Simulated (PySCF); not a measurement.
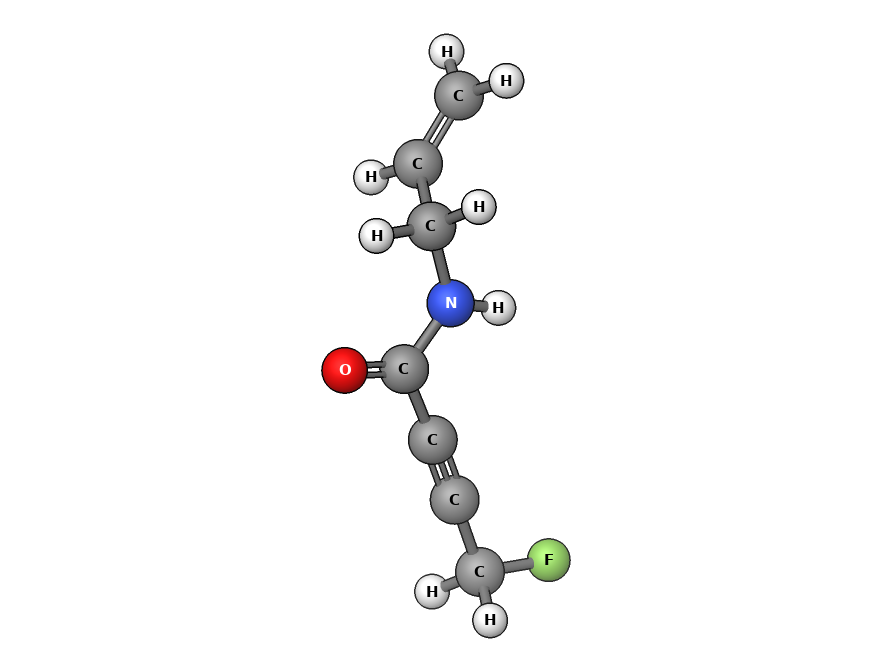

Rendered structure (ball-and-stick style).

**Give the formula.**

C₇H₈FNO, 18 atoms: 7 carbon, 8 hydrogen, 1 fluorine, 1 nitrogen and 1 oxygen.

**Describe its rings.**

It has no ring.

**Give a SMILES string for it.**

C=CCNC(=O)C#CCF

More results for the same structure follow; atom numbers are the same in all pictures, views and colours differ. The computed structure is the end point of a PBE0-D3(BJ)/def2-SVP optimisation. No frequency run is at hand to confirm it as a minimum.

### Geometry

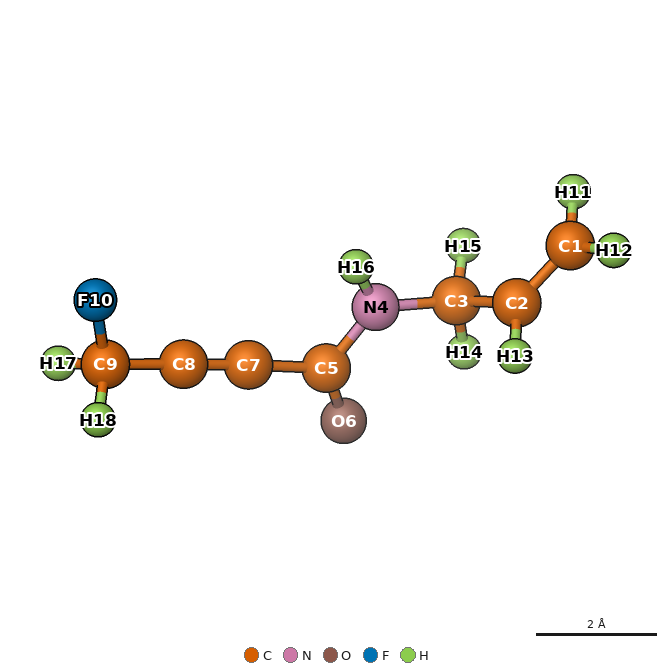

No frequency run is at hand to confirm it as a minimum.

Give these bond angles: C2–C1–H11, C2–C3–N4, C2–C3–H14, N4–C5–O6, C5–N4–H16, O6–C5–C7, C7–C8–C9, C8–C9–F10, C8–C9–H17, C8–C9–H18, F10–C9–H17, F10–C9–H18.

```
     angle  degrees
 C2–C1–H11    121.4
  C2–C3–N4    112.0
 C2–C3–H14    110.7
  N4–C5–O6    124.4
 C5–N4–H16    118.5
  O6–C5–C7    122.1
  C7–C8–C9    179.3
 C8–C9–F10    112.0
 C8–C9–H17    109.5
 C8–C9–H18    109.4
F10–C9–H17    109.0
F10–C9–H18    109.0
```

### Levels of theory compared

No frequency run is at hand to confirm it as a minimum. Program: PySCF 2.14.0.

Tabulate dipole (D), HOMO–LUMO gap (eV) at these levels: B3LYP/def2-SVPD; B3LYP/def2-SVPD in acetone (IEF-PCM); PBE/pcSseg-1; PBE0/pcSseg-1; PBE0/pcSseg-1 in acetone (IEF-PCM); PBE0/pcSseg-1 in cyclohexane (IEF-PCM).

| level | dipole (D) | HOMO–LUMO gap (eV) |
| --- | --- | --- |
| B3LYP/def2-SVPD | 2.07 | 6.15 |
| B3LYP/def2-SVPD in acetone (IEF-PCM) | 3.00 | 6.04 |
| PBE/pcSseg-1 | 2.02 | 4.35 |
| PBE0/pcSseg-1 | 2.06 | 6.64 |
| PBE0/pcSseg-1 in acetone (IEF-PCM) | 2.86 | 6.54 |
| PBE0/pcSseg-1 in cyclohexane (IEF-PCM) | 2.36 | 6.60 |

### Charges

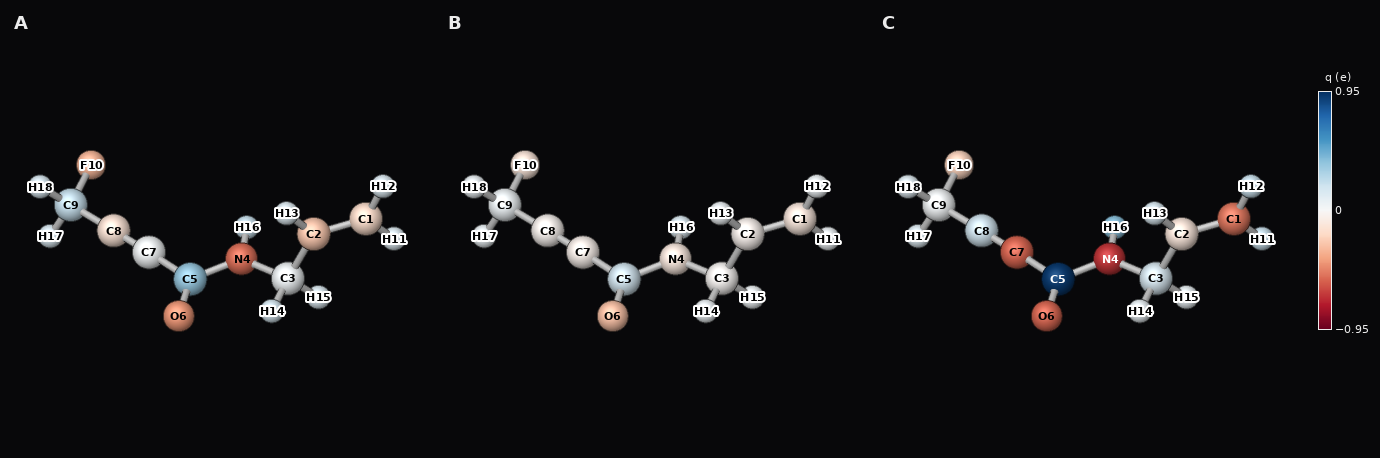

Atomic charges of one calculation by 3 schemes, on one colour scale. No frequency run is at hand to confirm it as a minimum. Computed with PBE0/pcSseg-1 (PySCF 2.14.0).

**The schemes are ESP-fitted, Hirshfeld, Mulliken. Which panel shows which?**

A Mulliken, B Hirshfeld, C ESP-fitted.

List the charges (e), one line for each set of equivalent atoms.

| atom | Mulliken | Hirshfeld | ESP-fitted |
| --- | --- | --- | --- |
| C1 | −0.16 | −0.10 | −0.50 |
| C2 | −0.26 | −0.04 | −0.11 |
| C3 | 0.04 | −0.02 | 0.15 |
| N4 | −0.52 | −0.10 | −0.68 |
| C5 | 0.36 | 0.17 | 0.92 |
| O6 | −0.41 | −0.28 | −0.54 |
| C7 | 0.02 | −0.05 | −0.55 |
| C8 | −0.13 | −0.03 | 0.18 |
| C9 | 0.22 | 0.05 | 0.02 |
| F10 | −0.32 | −0.11 | −0.21 |
| H11 | 0.12 | 0.05 | 0.21 |
| H12 | 0.13 | 0.05 | 0.20 |
| H13 | 0.12 | 0.05 | 0.14 |
| H14 | 0.16 | 0.05 | 0.07 |
| H15 | 0.13 | 0.05 | 0.07 |
| H16 | 0.21 | 0.13 | 0.39 |
| H17 | 0.14 | 0.07 | 0.12 |
| H18 | 0.14 | 0.07 | 0.12 |

### Excitation

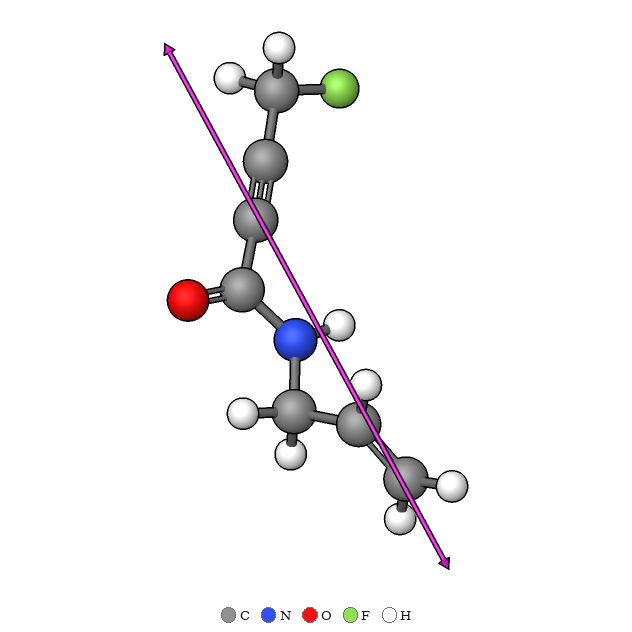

The double arrow shows the direction of the transition dipole to excited singlet state 2 (its length means nothing). No frequency run is at hand to confirm it as a minimum. Level of theory: TDDFT B3LYP/def2-SVPD, vertical, IEF-PCM acetone (non-equilibrium linear response), core orbitals frozen in the response (PySCF 2.14.0).

**Where does the transition lie, and how strong is it?**

5.50 eV (225 nm), oscillator strength 0.26, mainly HOMO → LUMO (weight 0.69); transition dipole 3.51 D.

### NMR shielding

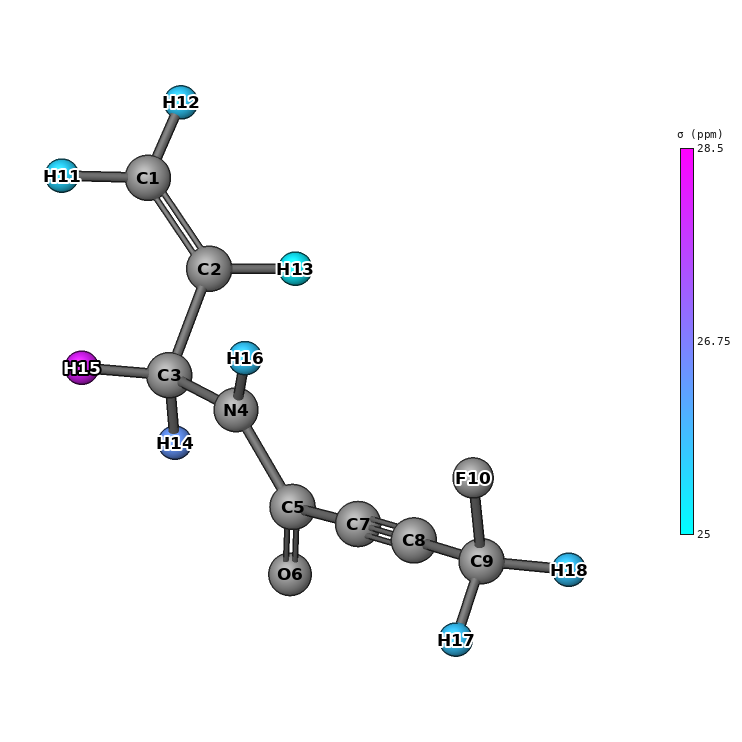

Atoms are coloured by their isotropic NMR shieldings (H only, the others grey). No frequency run is at hand to confirm it as a minimum. Properties computed with GIAO PBE0/pcSseg-1 NMR shielding, non-relativistic, IEF-PCM acetone (PySCF 2.14.0).

**Which H atom is the most shielded (lowest chemical shift)?**

H15 (28.06 ppm).

**Which H atom is the least shielded (highest chemical shift)?**

H13 (25.24 ppm).

**How wide is the range of H shifts?**

2.82 ppm.

List the isotropic NMR shieldings of the H atoms.

```
atom  σ (ppm)
 H11    25.57
 H12    25.67
 H13    25.24
 H14    26.41
 H15    28.06
 H16    25.71
 H17    25.77
 H18    25.77
```

Mulliken values depend strongly on the basis set and can even reverse the polarity of a bond.
